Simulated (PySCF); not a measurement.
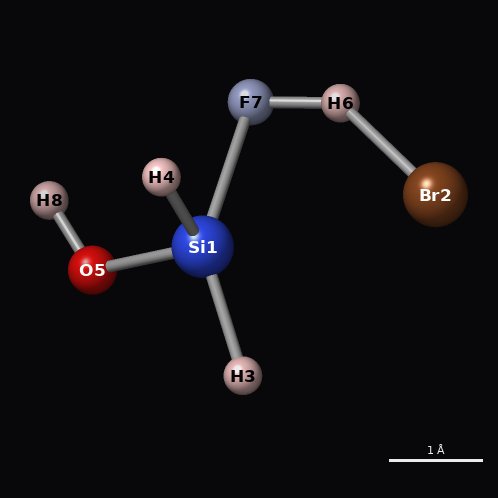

The view is orthographic, and the bar gives the scale. The geometry was computed by a saddle-point search with PBE0-D4/def2-TZVP.

Reconstruct the coordinates (Å) as seen: x to the right, y up, z towards the viewer, origin at the mean of the atomic positions.

```xyz
8
BrFH4OSi
Si  -0.21  -0.41   0.30
Br   2.31   0.15   0.77
H    0.23  -1.80   0.47
H   -0.65   0.34   1.48
O   -1.40  -0.66  -0.80
H    1.28   1.14  -0.33
F    0.31   1.15  -0.74
H   -1.87   0.09  -1.16
```
